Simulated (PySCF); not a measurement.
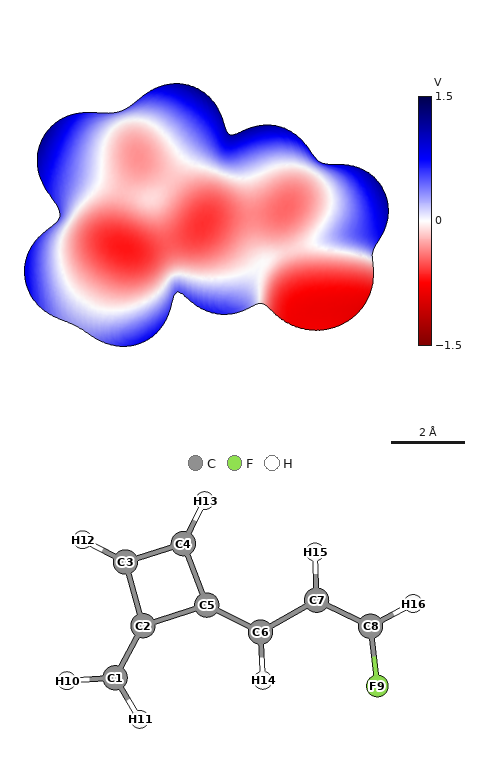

Figure. C$_{8}$H$_{7}$F (SMILES C=C1C=C/C1=C\C=C/F). The molecular electrostatic potential painted on the density surface at 0.002 e/bohr³, seen across its widest extent; red is negative and blue positive. The bare structure is drawn below in the same view.

Geometry: GFN2-xTB.

All numbers below come from PySCF, CAM-B3LYP/def2-SVPD, SCF density, gas phase.

```
atom    x (Å)    y (Å)    z (Å)
   C  -2.6781  -0.5049  -0.4697
   C  -1.8013   0.2582   0.1580
   C  -1.8366   1.4787   0.9849
   C  -0.4930   1.4804   1.1495
   C  -0.3193   0.2658   0.3444
   C   0.6915  -0.5093  -0.0583
   C   2.0683  -0.2603   0.2796
   C   3.0877  -1.0217  -0.1117
   F   2.9159  -2.1153  -0.8751
   H  -3.7328  -0.2865  -0.4500
   H  -2.3721  -1.3752  -1.0247
   H  -2.6382   2.1112   1.3164
   H   0.1955   2.1206   1.6681
   H   0.4859  -1.3750  -0.6724
   H   2.2912   0.6000   0.8914
   H   4.1278  -0.8576   0.1255
```

Question: Which sites attract a positive test charge, and which a negative one?

Answer: A positive charge is drawn to the negative regions and a negative charge to the positive ones. The most negative region (about −0.8 V) lies over F9, the most positive (about +1.2 V) over H13, H15 and H16.

Question: What dipole moment does the calculation give?

Answer: Its dipole moment is 2.11 D.
